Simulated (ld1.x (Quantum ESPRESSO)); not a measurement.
# Run report: S, pseudopotential generation (part 2 of 2)

Continued. System: sulfur (S, Z = 16), core [Ne], reference valence 3s2 3p4, valence charge 6. Method: TM potential, PW91, scalar-relativistic, made with ld1.x (Quantum ESPRESSO) 7.5.

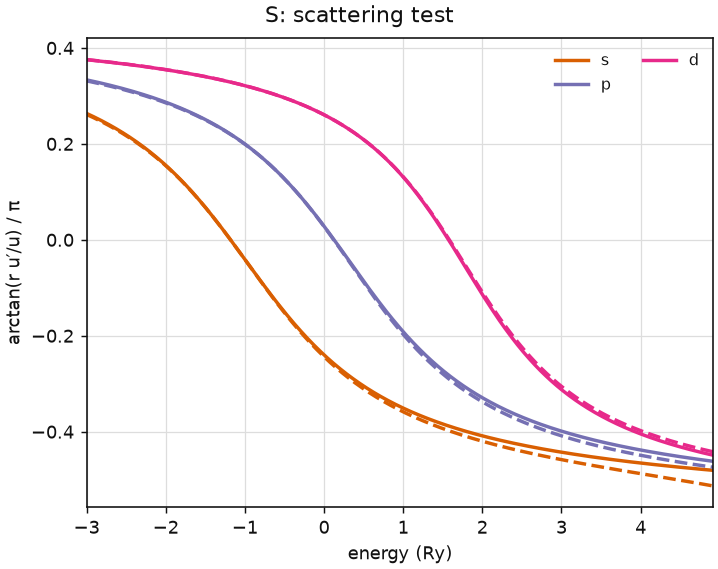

**Figure 1.** Unwrapped phase arctan(r u′/u) in units of π against energy, all-electron (solid) and pseudo (dashed); the pseudo phase is matched to the all-electron one at the reference energy. Here u = r R(r).

- Ghost states: the plot shows none: the two phases stay within 0.11 rad of each other in all channels drawn. The separate test gives: no ghost state below the valence levels in the s, d, p, f channels.
- First channel to depart above its reference energy: the s channel: its phase error passes 0.05 rad 4.3 Ry above its reference energy, while p stays within 0.05 rad to the top of the range.
- Range over which the phases agree within 0.05 rad: s: up to about 3.1 Ry; p: over the whole range drawn; d: over the whole range drawn.

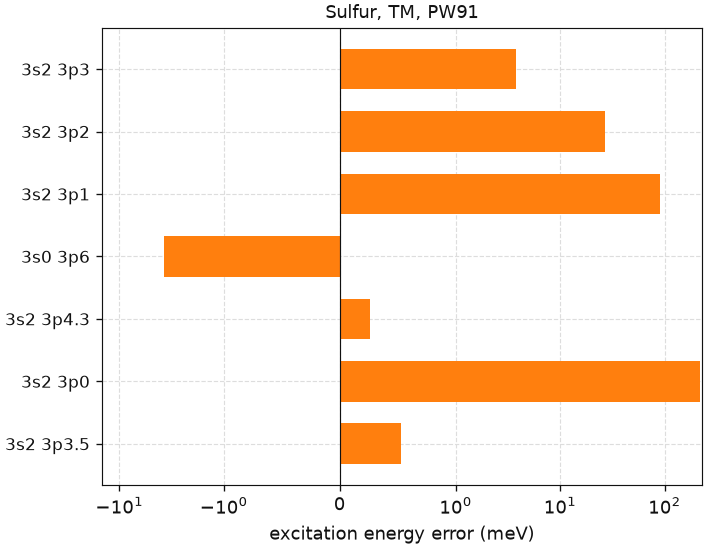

**Figure 2.** Errors, all-electron minus pseudo, of the energies of valence configurations relative to the unpolarised reference 3s2 3p4.

- Worst configuration: 3s2 3p0 (charge +4): the error is +217 meV on an all-electron energy of +115.19 eV relative to the reference, or 0.19 %.
- Errors in meV: 3s2 3p3: +3.7; 3s2 3p2: +27; 3s2 3p1: +89; 3s0 3p6: -3.8; 3s2 3p4.3: +0.3; 3s2 3p0: +217; 3s2 3p3.5: +0.5.
- Configurations within 10 meV and within 50 meV: 4 and 5 of 7.

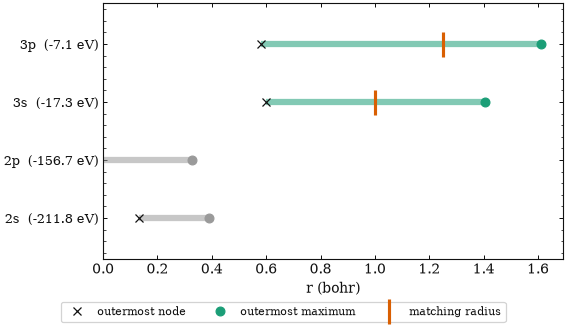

**Figure 3.** Outer shells of the all-electron reference atom: each bar runs from the outermost node (or the nucleus) to the outermost maximum of u(r); the tick is the radius chosen for the pseudo-wave. Shells without a tick have no pseudo-wave of their own. Levels, nodes and maxima are from ld1.x, scalar-relativistic.

- Radii against the shells: 3s: 1.00 bohr, between node and maximum; 3p: 1.25 bohr, between node and maximum.

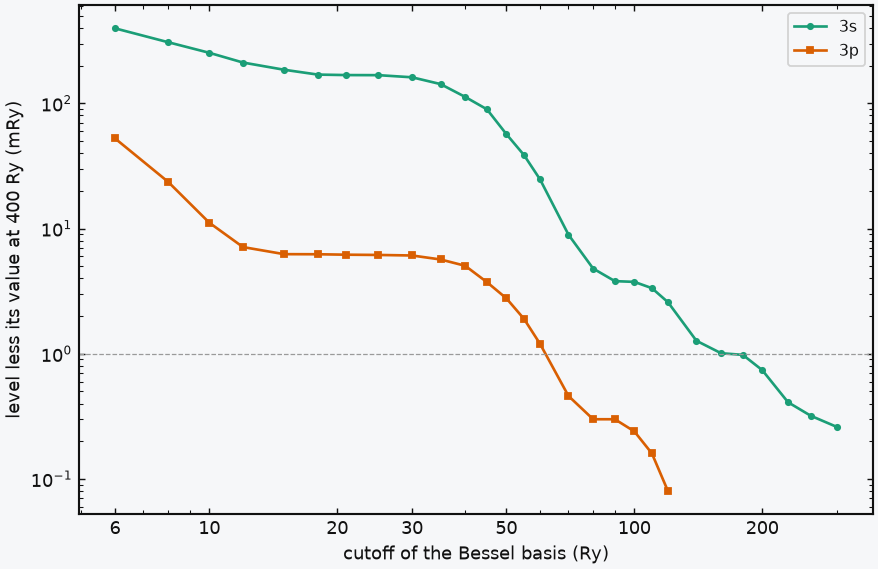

**Figure 4.** The pseudo-atom Hamiltonian at the reference potential is diagonalised in spherical Bessel functions (20 bohr box) up to the cutoff. Curves: distance of each valence level from its value at 400 Ry.

- Cutoffs for 10 and 1 mRy in the occupation-weighted sum of levels: 90 Ry and 230 Ry, on the ladder of cutoffs that was run.
- Hardest occupied shell: 3s: its level needs 180 Ry to come within 1 mRy, against 70 Ry for 3p.
- Cutoffs from which each level stays within 1 mRy: 3s: 180 Ry; 3p: 70 Ry.

## Summary

- outcome: generated
- cutoffs needed: 90 Ry and 230 Ry (the cutoffs, on a coarse ladder, from which the occupation-weighted sum of valence levels, in a spherical-Bessel basis at the reference potential, stays within 10 and 1 mRy of its value at 400 Ry); ghost states and empty shells don't enter this sum
- ghost test: no ghost state below the valence levels in the s, d, p, f channels (spherical-Bessel basis up to 400 Ry, 20 bohr box)
- largest excitation error: +217 meV (all-electron minus pseudo) for 3s2 3p0, out of 7 test configurations
- range over which the phases arctan(r u′/u) at the test radius agree within 0.05 rad (a looser test near the poles than one of phase shifts): s: up to about 3.1 Ry; p: over the whole range computed; d: over the whole range computed
- hardware: 1 CPU thread, shared host
- wall time: 1.1 s
